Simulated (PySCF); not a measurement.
# C5H8Si: the cost of one run

The runs use PySCF 2.14.0, with density-fitted response routines of our own; the level of theory stands in each step. All values are computed, except where a source is named. Atoms count from 0, in the outputs and in this text.

## 1. Starting geometry

14 atoms, charge 0, multiplicity 1; geometry from: GFN2-xTB. The atoms were then displaced at random by about 0.01 Å, so the start is not that level's minimum.

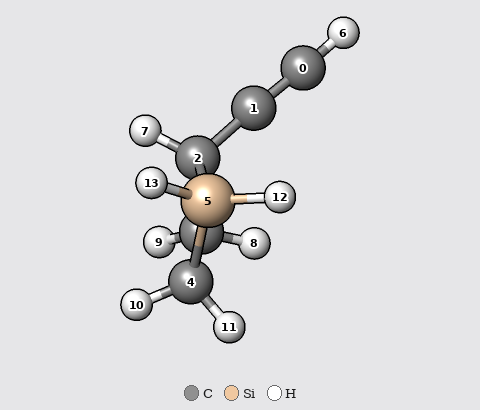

The starting geometry (carbon grey, silicon light orange, hydrogen white), atoms numbered.

## 2. Optimising the geometry at PBE0-D3(BJ)/def2-SVP

What the job is given:

```
{"job": {"xc": "PBE0", "basis": "def2-SVP", "d3": "d3bj", "grid": 1, "shake": 0.01, "kind": "geom"}, "charge": 0, "multiplicity": 1}
C      2.875000    -0.760210    -0.094090
C      1.755930    -0.326350    -0.367450
C      0.415630     0.150760    -0.644940
C     -0.656090    -0.878750    -0.384380
C     -1.696260    -0.002410     0.372510
Si    -0.388930     1.383100     0.609610
H      3.826370    -1.094810     0.116110
H      0.415270     0.531760    -1.668380
H     -0.324290    -1.685720     0.268070
H     -1.092770    -1.319800    -1.285850
H     -2.544600     0.291180    -0.234150
H     -2.096200    -0.466980     1.280130
H      0.219810     1.448130     1.917800
H     -0.716030     2.715030     0.107260
```

On the command line:

```bash
OMP_NUM_THREADS=1 python probes_run.py task.json out
```

The driver reads the jobs from task.json and runs them one after another.

**Question.** How long does this first job take on 1 thread of Arm Neoverse N1, shared host, and how much memory does it need?

About 2.2 min, with a peak of 0.5 GiB.
